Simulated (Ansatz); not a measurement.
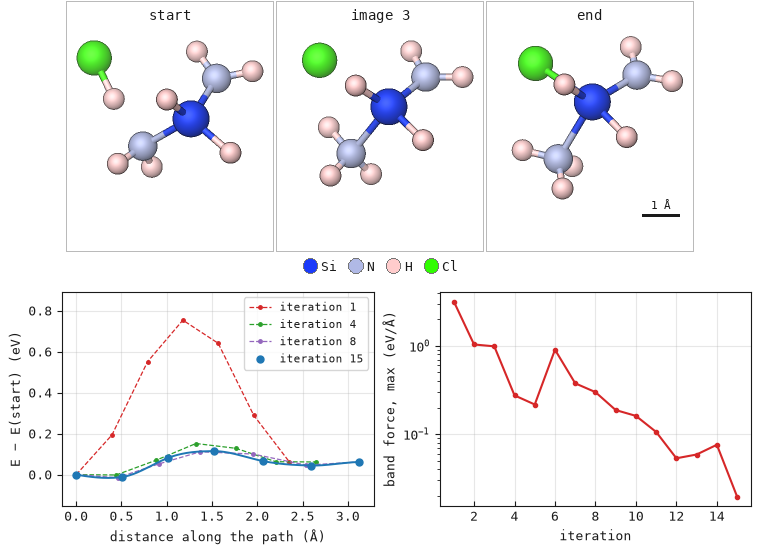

A nudged-elastic-band calculation for SiN₂H₇Cl. Images are numbered from 0 (start) to 6 (end). The plot follows the band through its iterations. A ball-and-stick model, seen at a tilt.

These are results of RKS PBE0-D4/def2-SVP (Ansatz), not measurements.

Input
```yaml
crystal:
  periodic: [false, false, false]
  atoms:
    - {symbol: Si, position_ang: [-0.837663, 0.439005, 0.285803]}
    - {symbol: N, position_ang: [-0.380493, -1.194672, -0.158008]}
    - {symbol: H, position_ang: [-1.505825, 0.936473, -0.946457]}
    - {symbol: H, position_ang: [-1.788575, 0.528539, 1.425823]}
    - {symbol: N, position_ang: [0.585476, 1.216743, 0.790387]}
    - {symbol: H, position_ang: [0.970148, -0.967457, -1.114020]}
    - {symbol: Cl, position_ang: [2.072176, -0.660421, -1.842800]}
    - {symbol: H, position_ang: [-1.039737, -1.709033, -0.727887]}
    - {symbol: H, position_ang: [-0.043739, -1.787915, 0.589833]}
    - {symbol: H, position_ang: [1.391000, 1.281177, 0.187170]}
    - {symbol: H, position_ang: [0.577230, 1.917763, 1.510257]}
basis:
  gaussian: {orbitals: def2-SVP}
hamiltonian: {xc: pbe0, dispersion: d4}
neb:
  images: 5
  climbing: true
  max_iterations: 40
  initial_path: idpp
  final_atoms:
    - {symbol: Si, position_ang: [-0.336542, 0.502875, -0.183348]}
    - {symbol: N, position_ang: [-0.333002, -1.446956, -0.206440]}
    - {symbol: H, position_ang: [-1.119725, 0.942414, -1.363628]}
    - {symbol: H, position_ang: [-1.463396, 0.410257, 0.841829]}
    - {symbol: N, position_ang: [0.704310, 1.358403, 0.852092]}
    - {symbol: H, position_ang: [-0.028272, -1.761655, -1.125283]}
    - {symbol: Cl, position_ang: [1.466721, 0.148889, -1.606567]}
    - {symbol: H, position_ang: [-1.230682, -1.842891, 0.057136]}
    - {symbol: H, position_ang: [0.372025, -1.750905, 0.461165]}
    - {symbol: H, position_ang: [1.611125, 1.683899, 0.564663]}
    - {symbol: H, position_ang: [0.357437, 1.755871, 1.708482]}
```

Launched with:
```bash
ansatz run in.yaml --threads 4 --pin off --events-out ev --progress --plain --max-ram 9574MiB
```

Did the band converge, and can the barrier be trusted?

The run is converged, with reservations. The band converged in 15 iterations. The largest component of the band force went from 3.2 to 0.02 eV/Å. The climbing image converged on the top of the path. Its curvatures weren't checked. The largest force component is 0.26 eV/Å at the start and 0.31 eV/Å at the end; an end with forces this large is no minimum, and the barrier measured from it can be far off. The first iteration put the highest image at 0.754 eV. Relative to the start the highest point is image 3 at +0.115 eV and the end lies at +0.062 eV, but the profile dips to −0.011 eV at image 1 on the way, so an end point isn't at the bottom of its valley along this path.
